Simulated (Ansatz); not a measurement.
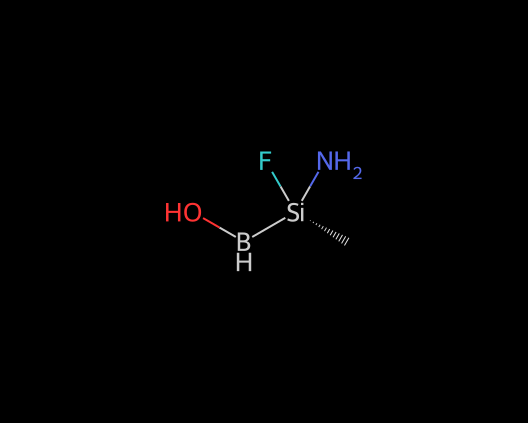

The computed structure is the end point of a PBE-D4/def2-SVP optimisation. No frequency run is at hand to confirm it as a minimum. Level of theory: RKS PBE-D4/def2-SVP (Ansatz 0.2.0).

Question: What is the dispersion correction?

Answer: −25.8 kJ/mol.

Question: Give the dipole moment at this level.

Answer: 2.31 D.
